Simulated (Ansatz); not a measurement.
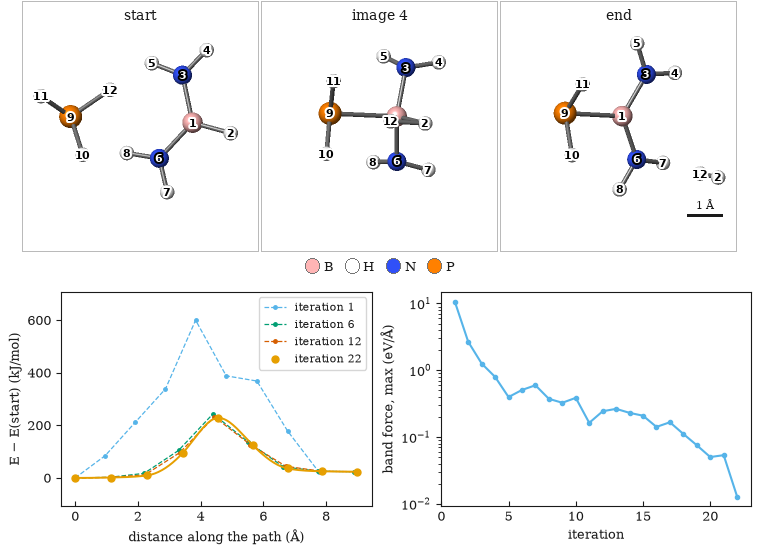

A search for the minimum-energy path of BPN2H8, made up at the start of BN2H5 and PH₃ by the nudged elastic band. Images are numbered from 0 (start) to 8 (end). The plot follows the band through its iterations. Style: ball-and-stick. Shown at a tilt.

Computed with RKS PBE0/6-31G* (Ansatz). Run with 7 movable images; climbing image; force threshold 0.05 eV/Å; iteration limit 51; starting path through a guess of the saddle point.

> Judge this run.

The result is final at these settings. The band converged in 22 iterations. The largest component of the band force went from 11 to 0.013 eV/Å. The climbing image converged on the top of the path. Its vibrational analysis gives one imaginary mode (798i cm⁻¹), as a transition state must have. The first iteration put the highest image at 600.1 kJ/mol. Forward barrier 228.3 kJ/mol, backward barrier 204.6 kJ/mol, with image 4 at the top; the reaction energy is +23.7 kJ/mol.

Limits of the set-up: the start holds two separate molecules, 3.0 Å apart at their closest, whose relative position is a soft coordinate and is computed without a dispersion correction.
